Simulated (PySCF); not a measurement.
# C5H10FNO: the cost of one run

Programs: PySCF 2.14.0, with routines of our own; each step states its level. All values are computed. Atoms count from 0.

### Step 1. The starting structure

18 atoms, charge 0, multiplicity 1; geometry from: GFN2-xTB.

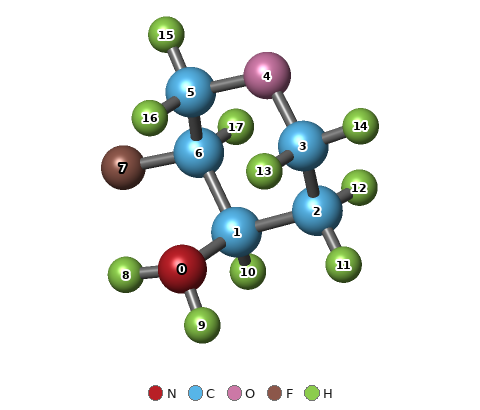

The starting geometry (nitrogen red, carbon blue, oxygen pink, fluorine brown, hydrogen green).

### Step 2. Optimising the geometry at PBE0-D3(BJ)/def2-SVP

The job: settings as JSON, then the geometry in Å.

```
{"job": {"xc": "PBE0", "basis": "def2-SVP", "d3": "d3bj", "grid": 1, "kind": "geom"}, "charge": 0, "multiplicity": 1}
N      1.089524    -0.341840    -1.344748
C      0.876815    -0.555003     0.078542
C     -0.443824    -1.303732     0.299814
C     -1.611224    -0.431033    -0.163693
O     -1.638938     0.809097     0.510592
C     -0.474656     1.555338     0.264704
C      0.755361     0.803870     0.778809
F      1.891095     1.556310     0.548090
H      1.875649     0.283417    -1.487261
H      1.299111    -1.220123    -1.805059
H      1.703224    -1.117396     0.553571
H     -0.439943    -2.236958    -0.263612
H     -0.554956    -1.533509     1.360561
H     -1.525540    -0.263561    -1.245892
H     -2.566276    -0.909167     0.059216
H     -0.589092     2.504845     0.791085
H     -0.347676     1.739938    -0.811388
H      0.692587     0.665824     1.865013
```

The run is started by

```
$ OMP_NUM_THREADS=1 python excited_run.py task.json out
```

The driver reads the jobs from task.json and runs them one after another.

Q: Estimate the wall time and peak memory of this first job on 1 thread of Arm Neoverse V1, shared host.

About 80 s, with a peak of 0.72 GiB.
